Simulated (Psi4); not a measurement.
**InH3: single-point calculation**

System: InH3, SMILES [H][In]([H])[H].
Method: OMP2/def2-TZVPPD, RHF, core potentials def2 (Psi4 1.11).

The geometry comes from this level: GFN2-xTB.

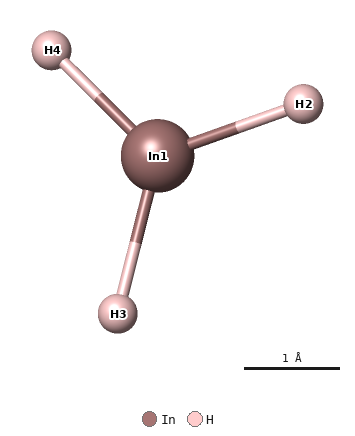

Fig. 1: The structure as given in the input (ball-and-stick view, seen at a tilt; atoms are numbered from 1 in the order of the input). Sticks mark near contacts. Bond lengths as drawn: H–In 1.72 Å.

### The input (job.in)
```
memory 1.6 GB

molecule geom {
  In
  H 1 R2
  H 1 R3 2 A3
  H 1 R4 2 A4 3 D4

  R2 = 1.71856
  R3 = 1.718778
  A3 = 119.97745
  R4 = 1.718048
  A4 = 120.12799
  D4 = -179.91513
  units angstrom
  symmetry c1
  no_reorient
  no_com
}

set {
  puream          true
  e_convergence   1e-09
  d_convergence   1e-08
  scf_type        pk
  num_frozen_docc 4
}

energy("omp2/def2-TZVPPD")
```

Hardware: 1 thread of Intel Xeon (Granite Rapids), 192 GiB of memory available, shared host.

Launched with:
```bash
psi4 job.in job.out -n 1
```

### The program's output
```
Psi4 1.11 release

   => Loading Basis Set <=

    Name: DEF2-TZVPPD
    Role: ORBITAL
    Keyword: BASIS

    !!!  WARNING: ECP capability is in beta. Please check occupations closely.  !!!

         ---------------------------------------------------------
                                   SCF
                              RHF Reference
                        1 Threads,   1525 MiB Core
         ---------------------------------------------------------

  ==> Geometry <==

    Molecular point group: c1
    Full point group: C1

    Geometry (in Angstrom), charge = 0, multiplicity = 1:

       Center              X                  Y                   Z               Mass
    ------------   -----------------  -----------------  -----------------  -----------------
         IN           0.000018810761    -0.000024737549     0.000022122864   114.903878776000
         H            0.000018810761    -0.000024737549     1.718582122864     1.007825032230
         H            0.000018810761     1.488818789854    -0.858780976917     1.007825032230
         H           -0.002182268973    -1.485973681475    -0.862323412055     1.007825032230

  Running in c1 symmetry.

  Rotational constants: A =      3.78093  B =      3.77123  C =      1.88804 [cm^-1]
  Rotational constants: A = 113349.36213  B = 113058.53061  C =  56601.89991 [MHz]
  Nuclear repulsion =   19.933363529134791

  Charge       = 0
  Multiplicity = 1
  Electrons    = 24
  Nalpha       = 12
  Nbeta        = 12

  ==> Algorithm <==

  SCF Algorithm Type is PK.
  DIIS enabled.
  MOM disabled.
  Fractional occupation disabled.
  Guess Type is SAD.
  Energy threshold   = 1.00e-09
  Density threshold  = 1.00e-08
  Integral threshold = 1.00e-12

  ==> Primary Basis <==

  Basis Set: DEF2-TZVPPD
    Blend: DEF2-TZVPPD
    Number of shells: 39
    Number of basis functions: 107
    Number of Cartesian functions: 120
    Spherical Harmonics?: true
    Max angular momentum: 3

  Core potential: DEF2-TZVPPD
    Number of shells: 4
    Number of ECP primitives: 18
    Number of ECP core electrons: 28
    Max angular momentum: 3

  ==> Integral Setup <==

  Using in-core PK algorithm.
   Calculation information:
      Number of atoms:                   4
      Number of AO shells:              39
      Number of primitives:             58
      Number of atomic orbitals:       120
      Number of basis functions:       107

      Integral cutoff                 1.00e-12
      Number of threads:                 1

  Performing in-core PK
  Using 33391062 doubles for integral storage.
  We computed 303861 shell quartets total.
  Whereas there are 304590 unique shell quartets.

  ==> DiskJK: Disk-Based J/K Matrices <==

    J tasked:                  Yes
    K tasked:                  Yes
    wK tasked:                  No
    Memory [MiB]:             1144
    Schwarz Cutoff:          1E-12

  Minimum eigenvalue in the overlap matrix is 6.1345030692E-04.
  Reciprocal condition number of the overlap matrix is 1.0724972721E-04.
    Using symmetric orthogonalization.

  ==> Pre-Iterations <==

  SCF Guess: Superposition of Atomic Densities via on-the-fly atomic UHF (no occupation information).

   -------------------------
    Irrep   Nso     Nmo
   -------------------------
     A        107     107
   -------------------------
    Total     107     107
   -------------------------

  ==> Iterations <==

                        Total Energy        Delta E     RMS |[F,P]|

   @RHF iter SAD:  -189.78292799886395   -1.89783e+02   0.00000e+00
   @RHF iter   1:  -190.87200718984585   -1.08908e+00   3.13656e-03 ADIIS/DIIS
   @RHF iter   2:  -190.90652522570181   -3.45180e-02   1.59890e-03 ADIIS/DIIS
   @RHF iter   3:  -190.91387096805042   -7.34574e-03   6.40407e-05 DIIS
   @RHF iter   4:  -190.91391408221318   -4.31142e-05   1.00319e-05 DIIS
   @RHF iter   5:  -190.91391508569407   -1.00348e-06   1.10882e-06 DIIS
   @RHF iter   6:  -190.91391509949540   -1.38013e-08   1.21716e-07 DIIS
   @RHF iter   7:  -190.91391509968463   -1.89232e-10   3.31873e-08 DIIS
   @RHF iter   8:  -190.91391509969628   -1.16529e-11   7.77974e-09 DIIS
  Energy and wave function converged.

  ==> Post-Iterations <==

    Orbital Energies [Eh]
    ---------------------

    Doubly Occupied:

       1A     -5.381723     2A     -3.643579     3A     -3.633184
       4A     -3.633177     5A     -1.031787     6A     -1.023465
       7A     -1.023455     8A     -1.019247     9A     -1.019208
      10A     -0.561670    11A     -0.406379    12A     -0.406081

    Virtual:

      13A      0.016108    14A      0.043347    15A      0.084386
      16A      0.085618    17A      0.085714    18A      0.095795
      19A      0.095798    20A      0.102550    21A      0.102607
      22A      0.144868    23A      0.173676    24A      0.230345
      25A      0.230564    26A      0.232492    27A      0.285926
      28A      0.285987    29A      0.305778    30A      0.319346
      31A      0.319509    32A      0.331974    33A      0.365296
      34A      0.385463    35A      0.385727    36A      0.429196
      37A      0.429300    38A      0.492170    39A      0.516418
      40A      0.516586    41A      0.606557    42A      0.606787
      43A      0.681670    44A      0.693275    45A      0.815771
      46A      0.816038    47A      0.873714    48A      0.898243
      49A      0.898288    50A      0.910037    51A      1.070692
      52A      1.071027    53A      1.090647    54A      1.090704
      55A      1.105359    56A      1.144466    57A      1.144913
      58A      1.234703    59A      1.251747    60A      1.353389
      61A      1.354275    62A      1.403570    63A      1.403715
      64A      1.528894    65A      1.723862    66A      1.889983
      67A      1.890765    68A      2.473663    69A      2.503255
      70A      2.515743    71A      2.515985    72A      2.522367
      73A      2.522602    74A      2.668840    75A      3.054710
      76A      3.054814    77A      3.077026    78A      3.476700
      79A      3.504747    80A      3.541920    81A      3.542240
      82A      3.578976    83A      3.579473    84A      3.693712
      85A      3.694527    86A      3.713348    87A      3.748895
      88A      3.803896    89A      3.804330    90A      3.989245
      91A      4.109944    92A      4.110563    93A      4.237104
      94A      4.270391    95A      4.270616    96A      4.275670
      97A      4.276378    98A      4.349344    99A      4.542178
     100A      4.871456   101A      4.871984   102A      4.986203
     103A     38.829061   104A     39.384301   105A     39.835020
     106A     39.835749   107A    125.801109

    Final Occupation by Irrep:
              A
    DOCC [    12 ]
    NA   [    12 ]
    NB   [    12 ]

  @RHF Final Energy:  -190.91391509969628

   => Energetics <=

    Nuclear Repulsion Energy =             19.9333635291347910
    One-Electron Energy =                -376.1286464765992150
    Two-Electron Energy =                 165.2813678477681378
    Total Energy =                       -190.9139150996962826

Computation Completed

Properties will be evaluated at   0.000000,   0.000000,   0.000000 [a0]

Properties computed using the SCF density matrix

 Multipole Moments:

 ------------------------------------------------------------------------------------
     Multipole            Electronic (a.u.)      Nuclear  (a.u.)        Total (a.u.)
 ------------------------------------------------------------------------------------

 L = 1.  Multiply by 2.5417464519 to convert [e a0] to [Debye]
 Dipole X            :          0.0046199           -0.0033063            0.0013136
 Dipole Y            :         -0.0065164            0.0043480           -0.0021683
 Dipole Z            :          0.0056037           -0.0038885            0.0017153
 Magnitude           :                                                    0.0030609

 ------------------------------------------------------------------------------------

	total time  =          3 seconds =       0.05 minutes
  Constructing Basis Sets for DFOCC...

   => Loading Basis Set <=

    Name: (DEF2-TZVPPD AUX)
    Role: JKFIT
    Keyword: DF_BASIS_SCF

   => Loading Basis Set <=

    Name: (DEF2-TZVPPD AUX)
    Role: RIFIT
    Keyword: DF_BASIS_CC

  Module DFOCC Options:
  ----------------------------------------------------------------------------
  ACTIVE                        => (empty)
  BASIS_RELATIVISTIC            => (empty)
  BENCH                         => (empty)
  CC_DIIS_MAX_VECS              => (empty)
  CC_DIIS_MIN_VECS              => (empty)
  CC_LAMBDA                     => (empty)
  CC_MAXITER                    => (empty)
  CC_TYPE                       => (empty)
  CHOLESKY                      => FALSE           !
  CHOLESKY_TOLERANCE            => (empty)
  CI_TYPE                       => (empty)
  COMPUT_S2                     => (empty)
  CUBEPROP_BASIS_FUNCTIONS      => (empty)
  CUBEPROP_FILEPATH             => (empty)
  CUBEPROP_ISOCONTOUR_THRESHOLD => (empty)
  CUBEPROP_ORBITALS             => (empty)
  CUBEPROP_TASKS                => (empty)
  CUBIC_BASIS_TOLERANCE         => (empty)
  CUBIC_BLOCK_MAX_POINTS        => (empty)
  CUBIC_GRID_OVERAGE            => (empty)
  CUBIC_GRID_SPACING            => (empty)
  CUTOFF                        => (empty)
  DDX                           => (empty)
  DEBUG                         => (empty)
  DERTYPE                       => (empty)
  DF_BASIS_CC                   => (empty)
  DIE_IF_NOT_CONVERGED          => (empty)
  DKH_ORDER                     => (empty)
  DOCC                          => (empty)
  DO_DIIS                       => (empty)
  DO_LEVEL_SHIFT                => (empty)
  DO_SCS                        => FALSE           !
  DO_SOS                        => FALSE           !
  E3_SCALE                      => (empty)
  EKT_IP                        => (empty)
  EXTERNAL_POTENTIAL_SYMMETRY   => (empty)
  E_CONVERGENCE                 => 1e-09           !
  FREEZE_CORE                   => (empty)
  FREEZE_CORE_POLICY            => (empty)
  FROZEN_DOCC                   => (empty)
  FROZEN_UOCC                   => (empty)
  HESS_TYPE                     => (empty)
  INTEGRAL_CUTOFF               => (empty)
  INTEGRAL_PACKAGE              => (empty)
  LEVEL_SHIFT                   => (empty)
  LINEQ_SOLVER                  => (empty)
  LITERAL_CFOUR                 => (empty)
  LS_THC_BASIS_TOLERANCE        => (empty)
  LS_THC_DF                     => (empty)
  LS_THC_PRUNING_SCHEME         => (empty)
  LS_THC_RADIAL_POINTS          => (empty)
  LS_THC_SPHERICAL_POINTS       => (empty)
  LS_THC_S_EPSILON              => (empty)
  LS_THC_WEIGHTS_TOLERANCE      => (empty)
  MAT_NUM_COLUMN_PRINT          => (empty)
  MAX_MOGRAD_CONVERGENCE        => (empty)
  MAX_RADIAL_MOMENT             => (empty)
  MBIS_D_CONVERGENCE            => (empty)
  MBIS_MAXITER                  => (empty)
  MBIS_PRUNING_SCHEME           => (empty)
  MBIS_RADIAL_POINTS            => (empty)
  MBIS_SPHERICAL_POINTS         => (empty)
  MOLDEN_WITH_VIRTUAL           => (empty)
  MOLDEN_WRITE                  => (empty)
  MO_DIIS_NUM_VECS              => (empty)
  MO_MAXITER                    => (empty)
  MO_STEP_MAX                   => (empty)
  MP2_AMP_TYPE                  => (empty)
  MP2_OS_SCALE                  => (empty)
  MP2_SOS_SCALE                 => (empty)
  MP2_SOS_SCALE2                => (empty)
  MP2_SS_SCALE                  => (empty)
  MP2_TYPE                      => (empty)
  MP_TYPE                       => (empty)
  NAT_ORBS                      => FALSE           !
  NUM_FROZEN_DOCC               => 4               !
  NUM_FROZEN_UOCC               => (empty)
  NUM_GPUS                      => (empty)
  OCC_ORBS_PRINT                => (empty)
  OEPROP                        => (empty)
  OO_SCALE                      => (empty)
  OPT_METHOD                    => (empty)
  ORBITAL_OPTIMIZER_PACKAGE     => (empty)
  ORB_OPT                       => TRUE            !
  ORB_RESP_SOLVER               => (empty)
  ORTH_TYPE                     => (empty)
  PARENT_SYMMETRY               => (empty)
  PCG_BETA_TYPE                 => (empty)
  PCG_CONVERGENCE               => (empty)
  PCG_MAXITER                   => (empty)
  PCM                           => (empty)
  PE                            => (empty)
  PPL_TYPE                      => (empty)
  PRINT                         => (empty)
  PRINT_NOONS                   => (empty)
  PROPERTIES                    => (empty)
  PROPERTIES_ORIGIN             => (empty)
  PUREAM                        => TRUE            !
  QCHF                          => (empty)
  QC_MODULE                     => (empty)
  RAS1                          => (empty)
  RAS2                          => (empty)
  RAS3                          => (empty)
  RAS4                          => (empty)
  READ_SCF_3INDEX               => (empty)
  REGULARIZATION                => (empty)
  REG_PARAM                     => (empty)
  RELATIVISTIC                  => (empty)
  REMP_A                        => (empty)
  RESTRICTED_DOCC               => (empty)
  RESTRICTED_UOCC               => (empty)
  RMS_MOGRAD_CONVERGENCE        => (empty)
  R_CONVERGENCE                 => (empty)
  SCF_TYPE                      => PK              !
  SCREENING                     => (empty)
  SCS_TYPE                      => (empty)
  SOCC                          => (empty)
  SOS_TYPE                      => (empty)
  TRIPLES_IABC_TYPE             => (empty)
  WFN                           => (empty)
  WFN_TYPE                      => DF-OMP2         !
  WRITER_FILE_LABEL             => (empty)
  ZORA_BASIS_TOLERANCE          => (empty)
  ZORA_NR_DEBUG                 => (empty)
  ZORA_PRUNING_SCHEME           => (empty)
  ZORA_RADIAL_POINTS            => (empty)
  ZORA_SPHERICAL_POINTS         => (empty)

	Warning: cc_lambda option is changed to TRUE
	For this residual convergence, default PCG convergence is:     1.00e-07
	For this energy convergence, default RMS orbital gradient is:     3.16e-07
	For this energy convergence, default MAX orbital gradient is:     2.00e-06

 ==============================================================================
 ==============================================================================
 ==============================================================================

                      DF-OMP2 (DF-OO-MP2)

 ==============================================================================
 ==============================================================================
 ==============================================================================

	MO Hessian type is changed to 'HF'
	MO spaces...

	 FC   OCC   VIR   FV
	----------------------
	  4    8    95    0
	Number of basis functions in the DF-HF basis: 272
	Number of basis functions in the DF-CC basis: 317

	Minimum required memory for amplitudes:     13.22 MB

	Computing DF-MP2 energy using SCF MOs (Canonical DF-MP2)...
	=======================================================================
	Nuclear Repulsion Energy (a.u.)    :    19.93336352913479
	DF-HF Energy (a.u.)                :  -190.91391509969628
	REF Energy (a.u.)                  :  -190.91391509969628
	DF-MP2 Correlation Energy (a.u.)   :    -0.30599898284037
	DF-MP2 Total Energy (a.u.)         :  -191.21991408253666
	=======================================================================

	Number of independent-pairs: 1172

 ==============================================================================
 ================ Performing DF-OMP2 iterations... ============================
 ==============================================================================
	            Minimizing DF-MP2-L Functional
	            ------------------------------
 Iter       E_total           DE           RMS MO Grad      MAX MO Grad      RMS T2
 ----    ---------------    ----------     -----------      -----------     ----------
	successfully fired up coupled DIIS...
   1     -191.2257212102     -5.77e-03       5.90e-04         1.07e-02        1.58e-05
   2     -191.2263736918     -6.52e-04       4.59e-04         9.07e-03        2.38e-06
   3     -191.2269506614     -5.77e-04       3.47e-04         7.03e-03        1.42e-06
   4     -191.2277427145     -7.92e-04       6.93e-05         1.25e-03        2.20e-06
   5     -191.2277610417     -1.83e-05       4.75e-05         8.90e-04        2.70e-07
   6     -191.2277656037     -4.56e-06       3.97e-05         7.70e-04        2.38e-07
   7     -191.2277730812     -7.48e-06       2.33e-05         5.05e-04        3.31e-08
   8     -191.2277741216     -1.04e-06       2.13e-05         4.60e-04        2.89e-08
   9     -191.2277779479     -3.83e-06       1.11e-05         2.46e-04        1.77e-07
  10     -191.2277791869     -1.24e-06       3.53e-06         6.91e-05        3.33e-08
  11     -191.2277792245     -3.76e-08       2.98e-06         8.42e-05        3.90e-09
  12     -191.2277792397     -1.52e-08       2.72e-06         7.79e-05        3.49e-09
  13     -191.2277792953     -5.56e-08       1.44e-06         3.30e-05        4.72e-09
  14     -191.2277793140     -1.87e-08       3.48e-07         5.44e-06        3.08e-09
  15     -191.2277793148     -8.29e-10       1.02e-07         2.29e-06        4.36e-10
  16     -191.2277793149     -3.30e-11       7.41e-08         1.79e-06        2.56e-10
  17     -191.2277793149     -1.34e-11       5.82e-08         1.32e-06        1.81e-10
  18     -191.2277793149     -1.40e-11       3.48e-08         5.52e-07        9.37e-11
  19     -191.2277793149     -7.05e-12       2.02e-08         3.84e-07        6.92e-11
  20     -191.2277793149     -1.79e-12       1.58e-08         3.09e-07        6.20e-11

 ==============================================================================
 ======================== DF-OMP2 ITERATIONS ARE CONVERGED ====================
 ==============================================================================

	Computing MP2 energy using optimized MOs...
	=======================================================================
	Nuclear Repulsion Energy (a.u.)    :    19.93336352913479
	DF-HF Energy (a.u.)                :  -190.91391509969628
	REF Energy (a.u.)                  :  -190.90825807776065
	DF-MP2 Correlation Energy (a.u.)   :    -0.31386421519028
	DF-MP2 Total Energy (a.u.)         :  -191.22777931488656
	=======================================================================

	=======================================================================
	================ DF-OMP2 FINAL RESULTS ================================
	=======================================================================
	Nuclear Repulsion Energy (a.u.)    :    19.93336352913479
	DF-HF Energy (a.u.)                :  -190.91391509969628
	REF Energy (a.u.)                  :  -190.90825807776065
	DF-OMP2 Correlation Energy (a.u.)  :    -0.31386421519582
	Edfomp2 - Eref (a.u.)              :    -0.31952123713145
	DF-OMP2 Total Energy (a.u.)        :  -191.22777931489210
	=======================================================================

	total time  =         11 seconds =       0.18 minutes

    Psi4 run time: 0:00:13.37
```

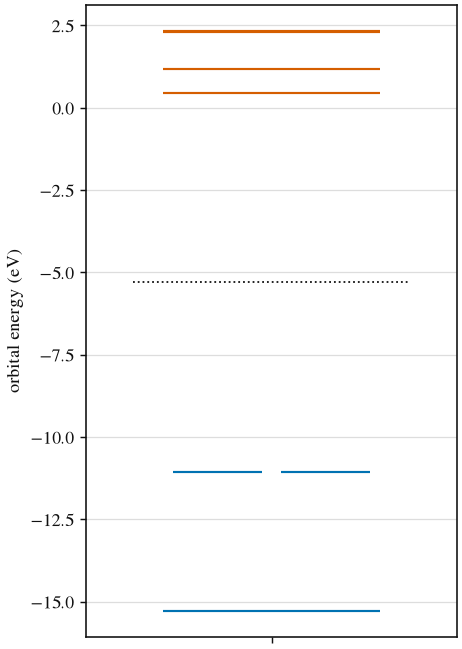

Fig. 2: Orbital energies near the frontier (SCF reference); the dotted line parts filled from empty levels, and levels within 0.02 eV of each other stand side by side. Highest filled −11.05 eV, lowest empty 0.44 eV, 11.49 eV apart.

### Summary

```csv
quantity,value
outcome,converged
total energy,−191.227779 hartree
SCF energy,−190.913915 hartree
MP2 energy,−191.219914 hartree
correlation energy,−0.313864 hartree
basis functions,107
HOMO of the SCF reference,−11.05 eV
LUMO of the SCF reference,0.44 eV
wall time,14 s
peak memory,0.45 GiB
```
